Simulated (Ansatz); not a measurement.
# CH4AlNO: shift of H6 from O3 to N1, part 2 of 3

Aim: the minimum-energy path and barrier of the shift of H6 from O3 to N1. The ends are relaxed first, then joined by a nudged elastic band. SMILES of the start: N=[C](O)[AlH2].

Ansatz 0.2.0; RKS PBE-D4/STO-3G.

## (4) Nudged elastic band

crystal.atoms is end A as relaxed above, and neb.final_atoms is end B, turned to lie on A. With 7 inner images the band has 9 in all. The start path is listed, through a guess of the saddle.

input.yaml reads:

```yaml
crystal:
  periodic: [false, false, false]
  atoms:
    - { symbol: "N", position_ang: [0.396271, 1.37875, -0.829917] }
    - { symbol: C, position_ang: [0.316377, 0.360326, 0.045234] }
    - { symbol: O, position_ang: [1.22573, 0.492446, 1.129998] }
    - { symbol: Al, position_ang: [-0.785618, -1.229447, 0.108379] }
    - { symbol: H, position_ang: [-0.336725, 1.162638, -1.598298] }
    - { symbol: H, position_ang: [1.687152, 1.395822, 0.874213] }
    - { symbol: H, position_ang: [-1.7698, -1.398221, -1.025733] }
    - { symbol: H, position_ang: [-0.641287, -2.219412, 1.240224] }
basis:
  gaussian: { orbitals: STO-3G }
hamiltonian:
  xc: pbe
  dispersion: d4
neb:
  order_check: false
  images: 7
  f_tol: 0.03
  max_iterations: 60
  final_atoms:
    - { symbol: "N", position_ang: [0.80168102, 0.99775137, -0.64994582] }
    - { symbol: C, position_ang: [0.40762932, 0.22562212, 0.55995025] }
    - { symbol: O, position_ang: [0.95975967, 0.50720102, 1.66979508] }
    - { symbol: Al, position_ang: [-0.7879858, -1.26668102, 0.12722828] }
    - { symbol: H, position_ang: [-0.01132201, 1.17479246, -1.30741228] }
    - { symbol: H, position_ang: [1.24136838, 1.93366095, -0.40766867] }
    - { symbol: H, position_ang: [-1.90052796, -1.032647, -0.8758565] }
    - { symbol: H, position_ang: [-0.61850261, -2.59679791, 0.82800965] }
  initial_path:
    images:
      - { positions_ang: [[0.396271, 1.37875, -0.829917], [0.316377, 0.360326, 0.045234], [1.22573, 0.492446, 1.129998], [-0.785618, -1.229447, 0.108379], [-0.336725, 1.162638, -1.598298], [1.687152, 1.395822, 0.874213], [-1.7698, -1.398221, -1.025733], [-0.641287, -2.219412, 1.240224]] }
      - { positions_ang: [[0.41222645, 1.34663699, -0.78921011], [0.34482495, 0.36300812, 0.09056125], [1.24011585, 0.48696987, 1.16858687], [-0.7639078, -1.21589739, 0.11151422], [-0.31131433, 1.18366204, -1.576683], [1.59248649, 1.39366035, 0.73937289], [-1.76961071, -1.37759317, -1.04261707], [-0.6527209, -2.23754482, 1.24257495]] }
      - { positions_ang: [[0.4281819, 1.31452398, -0.74850321], [0.3732729, 0.36569024, 0.1358885], [1.2545017, 0.48149375, 1.20717573], [-0.7421976, -1.20234778, 0.11464945], [-0.28590367, 1.20468607, -1.555068], [1.49782098, 1.39149871, 0.60453278], [-1.76942141, -1.35696533, -1.05950114], [-0.6641548, -2.25567763, 1.24492589]] }
      - { positions_ang: [[0.44413736, 1.28241097, -0.70779632], [0.40172085, 0.36837237, 0.18121575], [1.26888755, 0.47601762, 1.2457646], [-0.72048739, -1.18879817, 0.11778467], [-0.260493, 1.22571011, -1.533453], [1.40315546, 1.38933706, 0.46969266], [-1.76923212, -1.3363375, -1.0763852], [-0.67558871, -2.27381045, 1.24727684]] }
      - { positions_ang: [[0.46009281, 1.25029795, -0.66708943], [0.43016881, 0.37105449, 0.226543], [1.2832734, 0.47054149, 1.28435347], [-0.69877719, -1.17524856, 0.12091989], [-0.23508234, 1.24673414, -1.511838], [1.30848995, 1.38717542, 0.33485255], [-1.76904282, -1.31570966, -1.09326927], [-0.68702261, -2.29194327, 1.24962779]] }
      - { positions_ang: [[0.54548986, 1.18716131, -0.66280353], [0.42453393, 0.3346964, 0.30989481], [1.20239496, 0.47970637, 1.38071387], [-0.72107934, -1.19810668, 0.12249699], [-0.17914225, 1.22874872, -1.46073157], [1.29170956, 1.5237968, 0.14922224], [-1.80191411, -1.244944, -1.03891608], [-0.66989261, -2.36815693, 1.14422326]] }
      - { positions_ang: [[0.63088691, 1.12402466, -0.65851762], [0.41889906, 0.2983383, 0.39324663], [1.12151653, 0.48887126, 1.47707428], [-0.7433815, -1.22096479, 0.12407409], [-0.12320217, 1.2107633, -1.40962514], [1.27492916, 1.66041819, -0.03640806], [-1.83478539, -1.17417833, -0.98456288], [-0.65276261, -2.44437059, 1.03881872]] }
      - { positions_ang: [[0.71628396, 1.06088802, -0.65423172], [0.41326419, 0.26198021, 0.47659844], [1.0406381, 0.49803614, 1.57343468], [-0.76568365, -1.24382291, 0.12565118], [-0.06726209, 1.19277788, -1.35851871], [1.25814877, 1.79703957, -0.22203837], [-1.86765668, -1.10341266, -0.93020969], [-0.63563261, -2.52058425, 0.93341419]] }
      - { positions_ang: [[0.80168102, 0.99775137, -0.64994582], [0.40762932, 0.22562212, 0.55995025], [0.95975967, 0.50720102, 1.66979508], [-0.7879858, -1.26668102, 0.12722828], [-0.01132201, 1.17479246, -1.30741228], [1.24136838, 1.93366095, -0.40766867], [-1.90052796, -1.032647, -0.8758565], [-0.61850261, -2.59679791, 0.82800965]] }
```

Command:

```bash
$ ansatz run input.yaml --threads 1 --pin off --max-ram 2048MiB --backend cpu --events-out ev --progress --plain --runs-dir out
```

Output (excerpt; [...] marks lines left out):

```text
Warning: RAYON_NUM_THREADS=1 ignored (pool sized by the plan → 1); use --threads N
[...]
Functional definition: PBE
[...]
397 factors; integrals over basis functions are off by at most 1.0e-5 eV
[...]
mean field -11085.12861768 eV, -407.3709629298 hartree, gradient 6.3e-6 eV, S^2 0.000000; 0 other end points of the search recorded, 0 dependent functions left out
[...]
reference -11085.12863799 eV, -407.3709636762 hartree; 19, 19 occupied and 9, 9 virtual orbitals, 397 factors
[...]
Atom 4 at     0.049392     1.379368    -1.571165 Å, force     0.003307    -0.002334    -0.001009 eV/Å
Atom 5 at     1.322509     1.589998     0.255540 Å, force    -0.010613     0.006254     0.005862 eV/Å
Atom 6 at    -1.964422    -1.274388    -0.829250 Å, force    -0.002482     0.001066     0.002213 eV/Å
Atom 7 at    -0.563607    -2.490195     1.076751 Å, force     0.002675    -0.001683    -0.002213 eV/Å
Dipole moment:    -0.339507    -0.181530    -0.236040 e Å
this run last wrote the band of iteration 18 to <dir>; this run last wrote the band within `neb.f_tol` of iteration 17 to <dir>
```

Wall time 99 s (1 thread of Intel Xeon 6975P-C (Granite Rapids), shared host); peak memory 0.095 GiB.

## (5) Images and barrier

Images 0 and 8 are the ends. Energies count from image 0; the path length is the program's own measure over all atoms.

| image | path (Å) | energy (eV) | H6–O3 (Å) | H6–N1 (Å) | band force (eV/Å) |
| --- | --- | --- | --- | --- | --- |
| 0 | 0.000 | 0.0000 | 1.05 | 2.14 | - |
| 1 | 0.343 | 0.0023 | 1.05 | 2.13 | 0.002 |
| 2 | 0.686 | 0.1148 | 1.06 | 1.85 | 0.009 |
| 3 | 1.030 | 0.5257 | 1.14 | 1.53 | 0.022 |
| 4* | 1.373 | 0.9432 | 1.41 | 1.24 | 0.012 |
| 5 | 1.697 | 0.5341 | 1.78 | 1.10 | 0.024 |
| 6 | 2.022 | -0.0070 | 2.18 | 1.06 | 0.017 |
| 7 | 2.346 | -0.1742 | 2.46 | 1.06 | 0.004 |
| 8 | 2.670 | -0.1956 | 2.54 | 1.06 | - |

The star marks the climbing image.

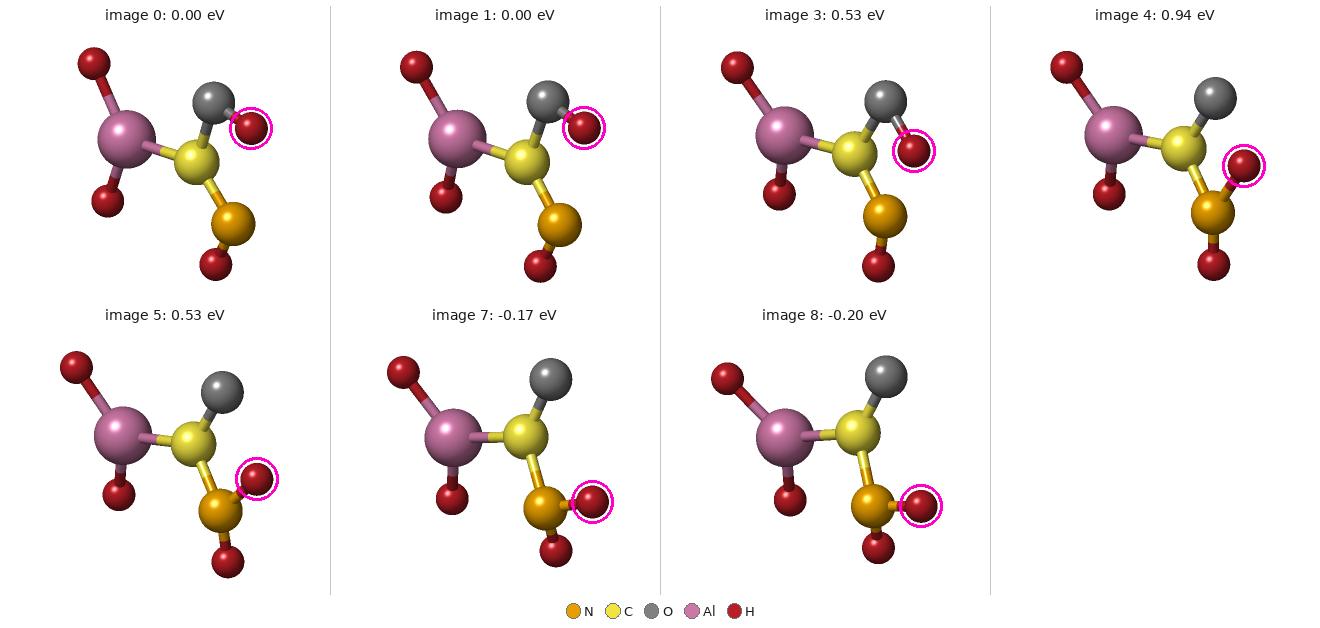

The images of the last band, seen from a free direction. Ringed: H6. Sticks join atoms closer than a bonding distance in each image.

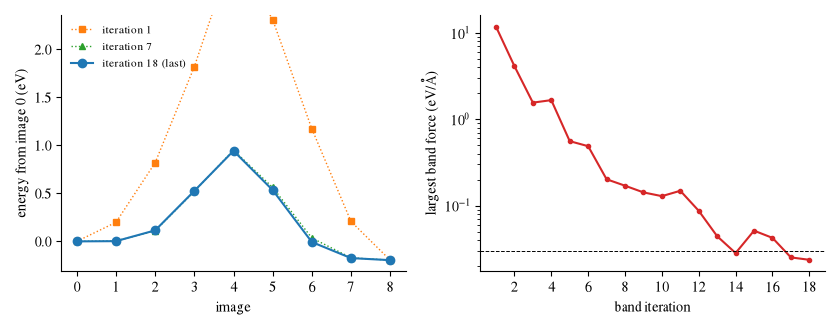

Left: energy of each image for early iterations and the last one (lines only join the points; early values far above the last band run off the scale). Right: the largest band force by iteration, with the threshold dashed.

How the highest energy settled:

```csv
iteration,highest image above image 0 (eV),largest band force (eV/Å)
1,3.0269,11.888
3,1.1371,1.563
5,0.9294,0.559
7,0.9512,0.202
9,0.9466,0.142
11,0.9452,0.149
13,0.9442,0.044
15,0.9435,0.051
17,0.9433,0.025
18,0.9432,0.024
```

The band as a trajectory file:

```xyz
8
image=0 dE=0.0000
N     0.396    1.379   -0.830
C     0.316    0.360    0.045
O     1.226    0.492    1.130
Al   -0.786   -1.229    0.108
H    -0.337    1.163   -1.598
H     1.687    1.396    0.874
H    -1.770   -1.398   -1.026
H    -0.641   -2.219    1.240
8
image=1 dE=0.0023
N     0.457    1.334   -0.869
C     0.311    0.364    0.051
O     1.158    0.546    1.177
Al   -0.799   -1.221    0.121
H    -0.238    1.095   -1.665
H     1.636    1.435    0.901
H    -1.907   -1.301   -0.904
H    -0.524   -2.310    1.132
8
image=2 dE=0.1148
N     0.533    1.283   -0.818
C     0.308    0.325    0.104
O     1.146    0.632    1.208
Al   -0.817   -1.256    0.151
H    -0.110    1.151   -1.670
H     1.529    1.498    0.732
H    -1.966   -1.263   -0.830
H    -0.531   -2.427    1.067
8
image=3 dE=0.5257
N     0.592    1.229   -0.750
C     0.309    0.273    0.179
O     1.148    0.680    1.226
Al   -0.828   -1.294    0.166
H    -0.020    1.281   -1.625
H     1.412    1.519    0.507
H    -1.964   -1.271   -0.830
H    -0.556   -2.474    1.072
8
image=4 dE=0.9432
N     0.643    1.178   -0.703
C     0.326    0.228    0.268
O     1.108    0.648    1.281
Al   -0.829   -1.316    0.166
H     0.049    1.379   -1.571
H     1.323    1.590    0.256
H    -1.964   -1.274   -0.829
H    -0.564   -2.490    1.077
8
image=5 dE=0.5341
N     0.694    1.135   -0.686
C     0.346    0.201    0.341
O     1.056    0.549    1.372
Al   -0.830   -1.324    0.155
H     0.084    1.443   -1.505
H     1.288    1.710    0.038
H    -1.966   -1.275   -0.842
H    -0.579   -2.497    1.071
8
image=6 dE=-0.0070
N     0.766    1.092   -0.691
C     0.365    0.195    0.399
O     0.994    0.454    1.483
Al   -0.825   -1.325    0.134
H     0.073    1.453   -1.411
H     1.280    1.854   -0.158
H    -1.965   -1.271   -0.860
H    -0.596   -2.508    1.048
8
image=7 dE=-0.1742
N     0.800    1.052   -0.675
C     0.398    0.207    0.480
O     0.976    0.431    1.592
Al   -0.805   -1.297    0.118
H     0.004    1.330   -1.320
H     1.272    1.938   -0.326
H    -1.925   -1.187   -0.897
H    -0.629   -2.532    0.972
8
image=8 dE=-0.1956
N     0.802    0.998   -0.650
C     0.408    0.226    0.560
O     0.960    0.507    1.670
Al   -0.788   -1.267    0.127
H    -0.011    1.175   -1.307
H     1.241    1.934   -0.408
H    -1.901   -1.033   -0.876
H    -0.619   -2.597    0.828
```

## (6) Vibrations at the top

The geometry is the highest inner image of the first converged band.

input.yaml reads:

```yaml
crystal:
  periodic: [false, false, false]
  atoms:
    - { symbol: "N", position_ang: [0.642964, 1.177914, -0.702727] }
    - { symbol: C, position_ang: [0.326093, 0.227978, 0.267625] }
    - { symbol: O, position_ang: [1.107905, 0.647941, 1.280851] }
    - { symbol: Al, position_ang: [-0.828735, -1.315714, 0.166474] }
    - { symbol: H, position_ang: [0.049392, 1.379368, -1.571165] }
    - { symbol: H, position_ang: [1.322509, 1.589998, 0.25554] }
    - { symbol: H, position_ang: [-1.964422, -1.274388, -0.82925] }
    - { symbol: H, position_ang: [-0.563607, -2.490195, 1.076751] }
basis:
  gaussian: { orbitals: STO-3G }
hamiltonian:
  xc: pbe
  dispersion: d4
phonons: {}
```

Command:

```bash
$ ansatz run input.yaml --threads 1 --pin off --max-ram 2048MiB --backend cpu --events-out ev --progress --plain --runs-dir out
```

Output (excerpt; [...] marks lines left out):

```text
Warning: RAYON_NUM_THREADS=1 ignored (pool sized by the plan → 1); use --threads N
[...]
[... 1 set-up line as earlier in the session ...]
[...]
396 factors; integrals over basis functions are off by at most 8.1e-6 eV
[...]
mean field -11084.18790411 eV, -407.3363923436 hartree, gradient 5.9e-5 eV, S^2 0.000000; 0 other end points of the search recorded, 0 dependent functions left out
[...]
reference -11084.18792383 eV, -407.3363930682 hartree; 19, 19 occupied and 9, 9 virtual orbitals, 396 factors
[...]
396 factors; integrals over basis functions are off by at most 8.1e-6 eV
[...]
WARN: phonons: modes at or below zero, which the zero-point energy, F, S and C_V leave out: 1, the lowest at -1321.43 cm⁻¹. A minimum has none, and a first-order saddle one
[...]
Atom 4 at     0.049392     1.379368    -1.571165 Å, force     0.003300    -0.002326    -0.001024 eV/Å
Atom 5 at     1.322509     1.589998     0.255540 Å, force    -0.010598     0.006256     0.005862 eV/Å
Atom 6 at    -1.964422    -1.274388    -0.829250 Å, force    -0.002479     0.001068     0.002215 eV/Å
Atom 7 at    -0.563607    -2.490195     1.076751 Å, force     0.002678    -0.001687    -0.002206 eV/Å
Dipole moment:    -0.339506    -0.181529    -0.236039 e Å
Vibrations: -1321.43 42.50 195.30 284.17 361.52 501.01 608.83 695.27 910.21 987.25 1192.88 1302.68 1455.28 1560.29 2352.88 2425.96 2480.27 3376.55 cm⁻¹, zero-point energy 1.285272 eV
```

Run time: 24 s. Hardware: 1 thread of Intel Xeon 6975P-C (Granite Rapids), shared host; peak memory 0.095 GiB.

Of 18 modes, 1 is imaginary by more than 30 cm⁻¹ (1321i cm⁻¹).

## (7) The band again, with other settings

crystal.atoms is end A as relaxed above, and neb.final_atoms is end B, turned to lie on A. With 4 inner images the band has 6 in all. The start path is listed, through a guess of the saddle.

input.yaml reads:

```yaml
crystal:
  periodic: [false, false, false]
  atoms:
    - { symbol: "N", position_ang: [0.396271, 1.37875, -0.829917] }
    - { symbol: C, position_ang: [0.316377, 0.360326, 0.045234] }
    - { symbol: O, position_ang: [1.22573, 0.492446, 1.129998] }
    - { symbol: Al, position_ang: [-0.785618, -1.229447, 0.108379] }
    - { symbol: H, position_ang: [-0.336725, 1.162638, -1.598298] }
    - { symbol: H, position_ang: [1.687152, 1.395822, 0.874213] }
    - { symbol: H, position_ang: [-1.7698, -1.398221, -1.025733] }
    - { symbol: H, position_ang: [-0.641287, -2.219412, 1.240224] }
basis:
  gaussian: { orbitals: STO-3G }
hamiltonian:
  xc: pbe
  dispersion: d4
neb:
  order_check: false
  images: 4
  f_tol: 0.03
  max_iterations: 60
  climbing: false
  final_atoms:
    - { symbol: "N", position_ang: [0.80168102, 0.99775137, -0.64994582] }
    - { symbol: C, position_ang: [0.40762932, 0.22562212, 0.55995025] }
    - { symbol: O, position_ang: [0.95975967, 0.50720102, 1.66979508] }
    - { symbol: Al, position_ang: [-0.7879858, -1.26668102, 0.12722828] }
    - { symbol: H, position_ang: [-0.01132201, 1.17479246, -1.30741228] }
    - { symbol: H, position_ang: [1.24136838, 1.93366095, -0.40766867] }
    - { symbol: H, position_ang: [-1.90052796, -1.032647, -0.8758565] }
    - { symbol: H, position_ang: [-0.61850261, -2.59679791, 0.82800965] }
  initial_path:
    images:
      - { positions_ang: [[0.396271, 1.37875, -0.829917], [0.316377, 0.360326, 0.045234], [1.22573, 0.492446, 1.129998], [-0.785618, -1.229447, 0.108379], [-0.336725, 1.162638, -1.598298], [1.687152, 1.395822, 0.874213], [-1.7698, -1.398221, -1.025733], [-0.641287, -2.219412, 1.240224]] }
      - { positions_ang: [[0.42179972, 1.32736918, -0.76478597], [0.36189372, 0.3646174, 0.1177576], [1.24874736, 0.4836842, 1.19174019], [-0.75088168, -1.20776763, 0.11339536], [-0.29606793, 1.19627646, -1.563714], [1.53568718, 1.39236337, 0.65846882], [-1.76949713, -1.36521646, -1.05274751], [-0.65958124, -2.24842451, 1.24398552]] }
      - { positions_ang: [[0.44732845, 1.27598836, -0.69965494], [0.40741044, 0.36890879, 0.1902812], [1.27176472, 0.47492239, 1.25348238], [-0.71614535, -1.18608825, 0.11841171], [-0.25541087, 1.22991491, -1.52913], [1.38422236, 1.38890473, 0.44272464], [-1.76919426, -1.33221193, -1.07976202], [-0.67787549, -2.27743701, 1.24774703]] }
      - { positions_ang: [[0.52841045, 1.19978864, -0.66366071], [0.42566091, 0.34196801, 0.29322445], [1.21857065, 0.4778734, 1.36144179], [-0.71661891, -1.19353506, 0.12218157], [-0.19033027, 1.23234581, -1.47095286], [1.29506564, 1.49647253, 0.18634831], [-1.79533985, -1.25909713, -1.04978672], [-0.67331861, -2.3529142, 1.16530416]] }
      - { positions_ang: [[0.66504573, 1.09877001, -0.65680326], [0.41664511, 0.28379507, 0.42658735], [1.08916516, 0.49253721, 1.51561844], [-0.75230236, -1.23010804, 0.12470492], [-0.10082614, 1.20356913, -1.38918257], [1.26821701, 1.71506674, -0.11066018], [-1.84793391, -1.14587206, -0.96282161], [-0.64591061, -2.47485605, 0.99665691]] }
      - { positions_ang: [[0.80168102, 0.99775137, -0.64994582], [0.40762932, 0.22562212, 0.55995025], [0.95975967, 0.50720102, 1.66979508], [-0.7879858, -1.26668102, 0.12722828], [-0.01132201, 1.17479246, -1.30741228], [1.24136838, 1.93366095, -0.40766867], [-1.90052796, -1.032647, -0.8758565], [-0.61850261, -2.59679791, 0.82800965]] }
```

Command:

```bash
$ ansatz run input.yaml --threads 1 --pin off --max-ram 2048MiB --backend cpu --events-out ev --progress --plain --runs-dir out
```

Output (excerpt; [...] marks lines left out):

```text
Warning: RAYON_NUM_THREADS=1 ignored (pool sized by the plan → 1); use --threads N
[...]
[... 1 set-up line as earlier in the session ...]
[...]
397 factors; integrals over basis functions are off by at most 1.0e-5 eV
[...]
mean field -11085.12861768 eV, -407.3709629298 hartree, gradient 6.3e-6 eV, S^2 0.000000; 0 other end points of the search recorded, 0 dependent functions left out
[...]
reference -11085.12863799 eV, -407.3709636762 hartree; 19, 19 occupied and 9, 9 virtual orbitals, 397 factors
[...]
Atom 4 at     0.156811     1.368427    -1.587148 Å, force     0.366646     0.328598     0.233104 eV/Å
Atom 5 at     1.295315     1.709303     0.077982 Å, force    -0.305989     0.599281    -1.347911 eV/Å
Atom 6 at    -1.970344    -1.283725    -0.841754 Å, force    -0.025035    -0.001973    -0.020094 eV/Å
Atom 7 at    -0.581637    -2.481375     1.081873 Å, force    -0.048443    -0.052238    -0.013791 eV/Å
Dipole moment:    -0.240851    -0.066515    -0.380941 e Å
this run last wrote the band of iteration 17 to <dir>
```

Wall time 47 s (1 thread of Intel Xeon 6975P-C (Granite Rapids), shared host); peak memory 0.097 GiB.

## (8) The band, image by image

Images 0 and 5 are the ends. Energies count from image 0; the path length is the program's own measure over all atoms.

| image | path (Å) | energy (eV) | H6–O3 (Å) | H6–N1 (Å) | band force (eV/Å) |
| --- | --- | --- | --- | --- | --- |
| 0 | 0.000 | 0.0000 | 1.05 | 2.14 | - |
| 1 | 0.530 | 0.0380 | 1.05 | 1.98 | 0.005 |
| 2 | 1.061 | 0.6310 | 1.18 | 1.46 | 0.023 |
| 3 | 1.593 | 0.6788 | 1.75 | 1.11 | 0.018 |
| 4 | 2.129 | -0.0798 | 2.33 | 1.06 | 0.017 |
| 5 | 2.665 | -0.1956 | 2.54 | 1.06 | - |

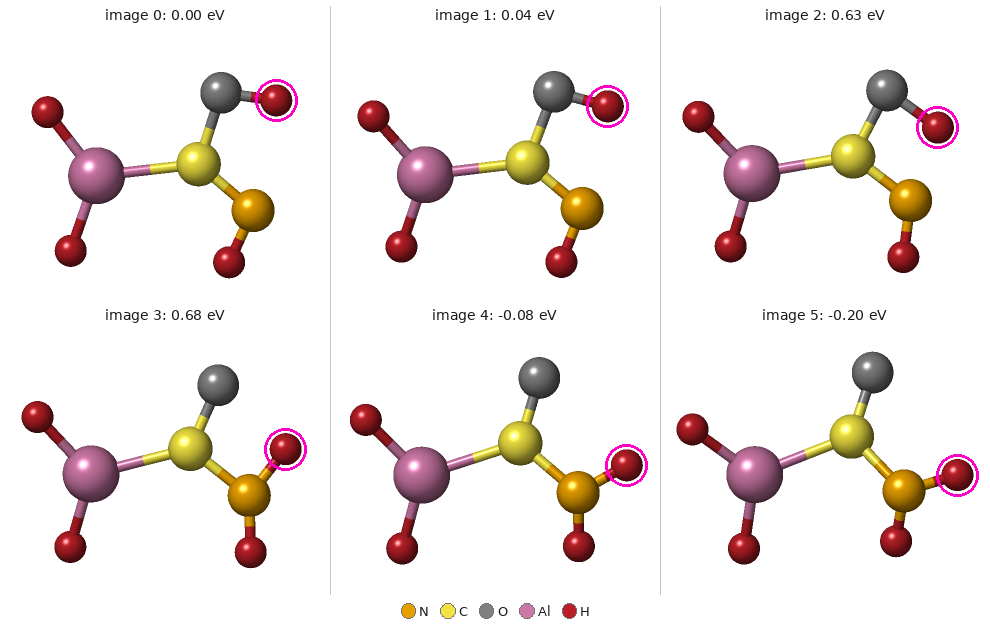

Snapshots along the band, viewed from a chosen angle. Ringed: H6. Sticks join atoms closer than a bonding distance in each image.

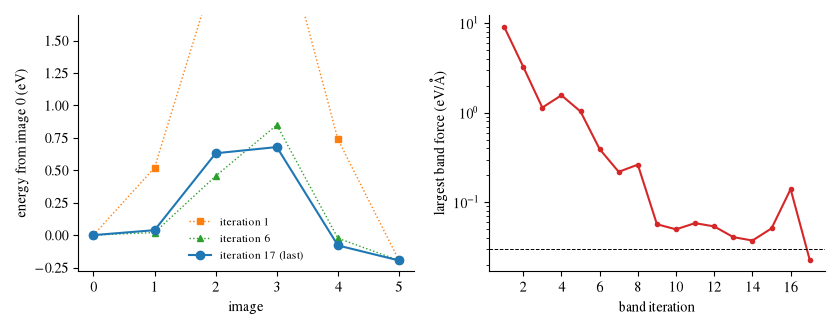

Left: energy of each image for early iterations and the last one (lines only join the points; early values far above the last band run off the scale). Right: the largest band force by iteration, with the threshold dashed.

(Part 2 of 3 ends here.)
